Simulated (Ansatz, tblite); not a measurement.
# (Cl2B-mu-SMe)2 (C₂H₆B₂Cl₄S₂): spin states and exact exchange

Is the singlet the ground state of (Cl2B-mu-SMe)2 (C₂H₆B₂Cl₄S₂)? Other spin states are computed and compared level by level.

The runs use Ansatz 0.2.0, Gaussian basis; as each input shows.

The runs, in order: triplet, at the geometry of the singlet (GFN1-xTB, GFN2-xTB, PBE0-D4/def2-TZVP, PBE-D4/def2-TZVP, r2SCAN-D4/def2-TZVP); the singlet's energies come from earlier runs.

## (1) The structure

The singlet was relaxed beforehand with PBE-D4/def2-SVP.

16 atoms, charge 0, spin multiplicity 1.

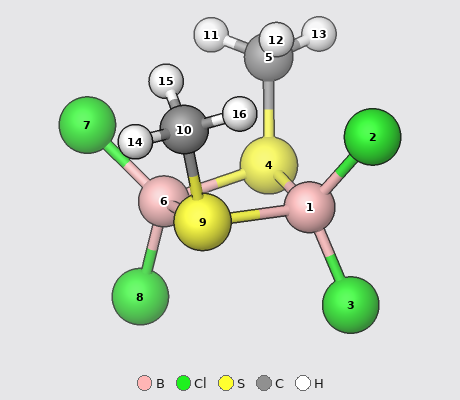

The geometry (boron pink, chlorine green, sulfur yellow, carbon grey, hydrogen white); atoms are numbered from 1 in the order of the file.

## (2) Triplet at the fixed geometry, GFN1-xTB

Tight binding, by tblite at 300 K electronic temperature and without a spin-polarisation term:

```python
tblite.interface.Calculator('GFN1-xTB', numbers, positions, charge=0, uhf=2).singlepoint()
```

Energy -944.4642 eV; 0.028 s.

## (3) Triplet at the fixed geometry, GFN2-xTB

Tight binding, by tblite at 300 K electronic temperature and without a spin-polarisation term:

```python
tblite.interface.Calculator('GFN2-xTB', numbers, positions, charge=0, uhf=2).singlepoint()
```

Energy -937.8510 eV; 0.041 s.

## (4) Triplet at the fixed geometry, PBE0-D4/def2-TZVP

File in.yaml:

```yaml
crystal:
  periodic: [false, false, false]
  atoms:
    - {symbol: B, position_ang: [0.581193, -0.048382, -1.603526]}
    - {symbol: Cl, position_ang: [2.328969, -0.170426, -1.134962]}
    - {symbol: Cl, position_ang: [0.215598, -0.035686, -3.370721]}
    - {symbol: S, position_ang: [-0.352435, 1.524628, -0.777815]}
    - {symbol: C, position_ang: [0.577916, 1.888911, 0.749887]}
    - {symbol: B, position_ang: [-1.683071, 0.116519, -0.257277]}
    - {symbol: Cl, position_ang: [-2.110173, 0.164680, 1.504718]}
    - {symbol: Cl, position_ang: [-3.056112, 0.198874, -1.425538]}
    - {symbol: S, position_ang: [-0.556341, -1.468918, -0.756894]}
    - {symbol: C, position_ang: [0.322712, -1.943882, 0.771134]}
    - {symbol: H, position_ang: [-0.159642, 2.052670, 1.557558]}
    - {symbol: H, position_ang: [1.263199, 1.058912, 1.000755]}
    - {symbol: H, position_ang: [1.160811, 2.808812, 0.561868]}
    - {symbol: H, position_ang: [-0.105653, -2.906610, 1.104634]}
    - {symbol: H, position_ang: [0.179495, -1.179983, 1.557492]}
    - {symbol: H, position_ang: [1.393545, -2.060120, 0.518697]}
basis:
  gaussian: {orbitals: def2-TZVP}
magnetization: {spin_polarized: true, initial_magnetization: 2}
hamiltonian: {xc: pbe0, dispersion: d4}
scf: {omitted_lower_state_checks: [starts]}
output: {orbitals: {seedname: orbitals}}
```

Launch:

```console
$ ansatz run in.yaml --threads 2 --pin off --events-out ev --progress --plain --max-ram 22528MiB --backend cuda --devices 0, --max-vram 18GiB
```

What it wrote:

```text
Functional definition: PBE0
  name "PBE0"
  cite "Adamo & Barone, J. Chem. Phys. 110, 6158 (1999) doi:10.1063/1.478522"
  cite "Perdew, Burke & Ernzerhof, Phys. Rev. Lett. 77, 3865 (1996) doi:10.1103/PhysRevLett.77.3865"
  parent pbe
  parameter a = 0.25
  parameter kappa = 0.804
  parameter beta = 0.06672455060314922
  exchange = (1 - a)*pbe_x(kappa = kappa, mu = beta*pi^2/3) + a*exact_x
  correlation = pbe_c(beta = beta)
these checks for a lower state are left out or cut short: starts
2576 factors; their error is unknown
mean field evaluation 1: about -75252.6070 eV, gradient 4.3e1 eV
mean field evaluation 2: about -75244.4883 eV, gradient 5.6e1 eV
mean field evaluation 4: about -75261.0733 eV, gradient 5.9e0 eV
mean field evaluation 8: about -75261.2582 eV, gradient 3.1e-1 eV
mean field evaluation 16: about -75261.4421 eV, gradient 6.5e-2 eV
mean field -75261.84646288 eV, -2765.8218431989 hartree, gradient 1.7e-5 eV, S^2 2.008671; 0 other end points of the search recorded, 0 dependent functions left out
reference -75261.84650132 eV, -2765.8218446117 hartree; 65, 63 occupied and 317, 319 virtual orbitals, 2576 factors
Total energy: -75262.60406056 eV, -2765.8496844002 hartree
Checks for a lower state left out: starts
```

Wall time 8.5 s (1 × H100 (card shared with other runs) with 2 threads of AMD EPYC 7R13, shared host); peak host memory 1 GiB.

HOMO -2.84 eV, LUMO -6.23 eV (over both spins; with the spin held, an empty level of the minority spin lies below the top filled one); ⟨S²⟩ 2.009 (pure: 2.00).

## (5) Triplet at the fixed geometry, PBE-D4/def2-TZVP

start.molden holds the orbitals of an earlier run on this state, given as this run's starting guess.

in.yaml, as its differences from that of step 4:

```diff
@@ -20,5 +20,5 @@
 basis:
-  gaussian: {orbitals: def2-TZVP}
+  gaussian: {orbitals: def2-TZVP, initial_orbitals: start.molden}
 magnetization: {spin_polarized: true, initial_magnetization: 2}
-hamiltonian: {xc: pbe0, dispersion: d4}
+hamiltonian: {xc: pbe, dispersion: d4}
 scf: {omitted_lower_state_checks: [starts]}
```

The command is unchanged.

What it wrote:

```text
Functional definition: PBE
  name "PBE"
  cite "Perdew, Burke & Ernzerhof, Phys. Rev. Lett. 77, 3865 (1996) doi:10.1103/PhysRevLett.77.3865"
  parent pbe
  parameter kappa = 0.804
  parameter beta = 0.06672455060314922
  exchange = pbe_x(kappa = kappa, mu = beta*pi^2/3)
  correlation = pbe_c(beta = beta)
these checks for a lower state are left out or cut short: starts
2508 factors; their error is unknown
mean field evaluation 1: about -75255.5888 eV, gradient 1.4e1 eV
mean field evaluation 2: about -75255.8361 eV, gradient 3.8e-1 eV
mean field evaluation 4: about -75255.8083 eV, gradient 7.6e-2 eV
mean field evaluation 8: about -75255.8084 eV, gradient 3.9e-5 eV
mean field -75255.80838445 eV, -2765.5999479094 hartree, gradient 7.6e-6 eV, S^2 2.004235; 0 other end points of the search recorded, 0 dependent functions left out
reference -75255.80843618 eV, -2765.5999498105 hartree; 65, 63 occupied and 317, 319 virtual orbitals, 2508 factors
Total energy: -75256.67916035 eV, -2765.6319483337 hartree
Checks for a lower state left out: starts
```

Run time: 8.5 s. Hardware: 1 × H100 (card shared with other runs) with 2 threads of AMD EPYC 7R13, shared host; peak host memory 1.1 GiB.

From the report: HOMO -2.00 eV, LUMO -6.75 eV (over both spins; with the spin held, an empty level of the minority spin lies below the top filled one); ⟨S²⟩ 2.004 (pure: 2.00).

## (6) Triplet at the fixed geometry, r2SCAN-D4/def2-TZVP

in.yaml, as its differences from that of step 5:

```diff
@@ -22,3 +22,3 @@
 magnetization: {spin_polarized: true, initial_magnetization: 2}
-hamiltonian: {xc: pbe, dispersion: d4}
+hamiltonian: {xc: r2scan, dispersion: d4}
 scf: {omitted_lower_state_checks: [starts]}
```

Launched as before.

What it wrote:

```text
Functional definition: r2SCAN
  name "r2SCAN"
  cite "Furness, Kaplan, Ning, Perdew & Sun, J. Phys. Chem. Lett. 11, 8208 (2020) doi:10.1021/acs.jpclett.0c02405"
  cite "Furness, Kaplan, Ning, Perdew & Sun, J. Phys. Chem. Lett. 11, 9248 (2020) doi:10.1021/acs.jpclett.0c03077"
  parent r2scan
  parameter k0 = 0.174
  parameter k1 = 0.065
  parameter a1 = 4.9479
  exchange = r2scan_x(k0 = k0, k1 = k1, a1 = a1)
  correlation = r2scan_c
these checks for a lower state are left out or cut short: starts
2508 factors; their error is unknown
mean field evaluation 1: about -75283.7155 eV, gradient 1.0e1 eV
mean field evaluation 2: about -75283.8058 eV, gradient 1.9e-1 eV
mean field evaluation 4: about -75283.7678 eV, gradient 9.1e-3 eV
mean field evaluation 8: about -75283.7678 eV, gradient 1.6e-5 eV
mean field -75283.76783469 eV, -2766.6274387541 hartree, gradient 5.1e-6 eV, S^2 2.009554; 0 other end points of the search recorded, 0 dependent functions left out
reference -75283.76785087 eV, -2766.6274393490 hartree; 65, 63 occupied and 317, 319 virtual orbitals, 2508 factors
Total energy: -75283.99243210 eV, -2766.6356925569 hartree
Checks for a lower state left out: starts
```

It took 6 s on 1 × H100 (card shared with other runs) with 2 threads of AMD EPYC 7R13, shared host; peak host memory 1.1 GiB.

From the report: HOMO -2.21 eV, LUMO -6.80 eV (over both spins; with the spin held, an empty level of the minority spin lies below the top filled one); ⟨S²⟩ 2.010 (pure: 2.00).

## (7) Triplet less singlet, vertical

The singlet's energies are those of its earlier runs, whose logs aren't repeated here.

| level | triplet less singlet, vertical (kJ/mol) | time |
| --- | --- | --- |
| GFN1-xTB | +512.0 | 0.053 s |
| GFN2-xTB | +476.5 | 0.07 s |
| PBE-D4/def2-TZVP | +481.2 | 12 s |
| r2SCAN-D4/def2-TZVP | +492.2 | 11 s |
| PBE0-D4/def2-TZVP | +518.5 | 12 s |

Times add the two runs; a level without a time comes out of a correlated run. Tight binding without a spin term can't rank spin states.

## (8) What came out

| quantity | value |
| --- | --- |
| triplet less singlet, vertical, functionals in def2-TZVP | +481.2 (PBE-D4) to +518.5 kJ/mol (PBE0-D4) |

In words: All functionals put the triplet above the singlet, over a spread of 37.3 kJ/mol. The checks for a lower triplet were left out, so another state of that spin may lie lower. These are electronic energies, without zero-point motion, entropy or surroundings.
